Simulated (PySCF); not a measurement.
Molecule: C5H10S, SMILES CC/C=C\SC. Atoms near the plane z = 0.6 Å, at the GFN2-xTB optimised geometry (x, y, z in Å): C1 (1.4, -0.9, 0.0), C2 (-0.1, -0.9, 0.0), C3 (-0.6, 0.5, 0.0), H7 (1.8, -0.4, 0.9), H8 (1.8, -2.0, 0.0), H10 (-0.4, -1.5, 0.9), H12 (-0.3, 1.1, 0.8).

Computed with B3LYP/def2-TZVP in PySCF. The values are rescaled to run from 0 to 1.

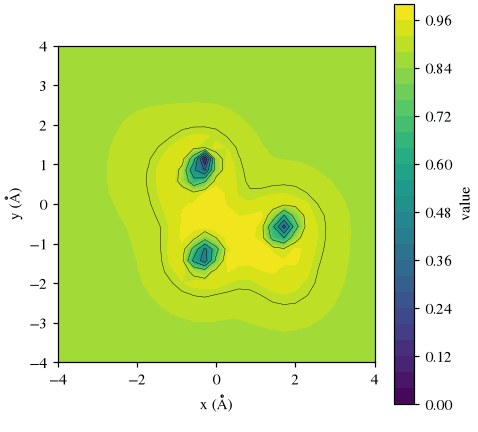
Figure. a field on the plane z = 0.6 Å.

Q: Which quantity is mapped?
A) Laplacian of the electron density
B) electron localisation function
C) log10 of the electron density
D) an orbital amplitude

A: A, Laplacian of the electron density. In full: Laplacian of the electron density (e/bohr⁵), clipped to [-1.50, 1.50].
